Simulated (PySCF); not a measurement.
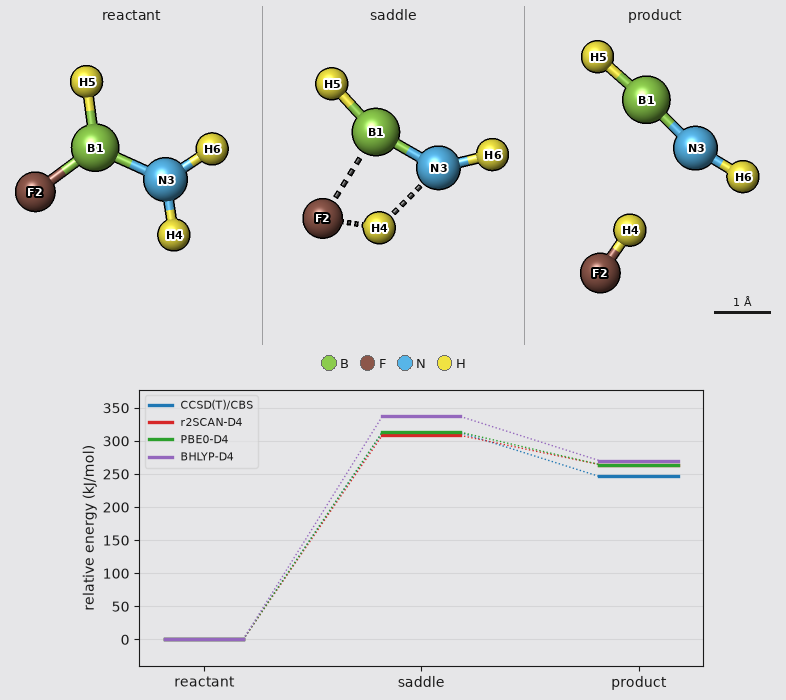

A reaction step of BNH3F, with its energy diagram. The picture is a ball-and-stick view, seen face on. Dashed sticks mark bonds that form or break.

Stationary points at PBE0-D4/def2-TZVP, single-point energies with CCSD(T)/CBS, r2SCAN-D4, PBE0-D4, BHLYP-D4 (def2-TZVPP where no basis is named; PySCF 2.14.0). The energies are electronic, without zero-point or thermal terms, and both ends are the minima reached downhill from the saddle, with any fragments still in contact. CCSD(T)/CBS stands for a frozen-core estimate: MP2 correlation extrapolated from def2-TZVPP and def2-QZVPP, CCSD(T) minus MP2 from the smaller set.

What happens, and what does it cost?

Answer. Counted by bonded pieces, the reactant holds BH₃NF and the product holds BH₂N + HF. From the reactant over the saddle to the product, a bond forms: F2–H4 (2.61 → 1.03 → 0.94 Å). Bonds break: B1–F2 (1.34 → 1.82 → 3.22 Å), N3–H4 (1.01 → 1.51 → 1.89 Å). The saddle has one imaginary mode, 546i cm⁻¹. With CCSD(T)/CBS the barrier is 312.8 kJ/mol from the reactant and 66.5 kJ/mol from the product, and the product lies 246.3 kJ/mol above the reactant. By Pauling bond orders of the changing bonds the saddle lies closer to the product, the higher end, as Hammond's postulate suggests.

```
      level  barrier from the reactant (kJ/mol)  barrier from the product (kJ/mol)  the product less the reactant (kJ/mol)
CCSD(T)/CBS                               312.8                               66.5                                   246.3
  r2SCAN-D4                               308.4                               44.0                                   264.4
    PBE0-D4                               313.2                               48.9                                   264.4
   BHLYP-D4                               337.0                               66.7                                   270.3
```

Against CCSD(T)/CBS, PBE0-D4 comes closest on the barrier from the reactant (+0.5 kJ/mol) and BHLYP-D4 misses most (+24.2 kJ/mol).
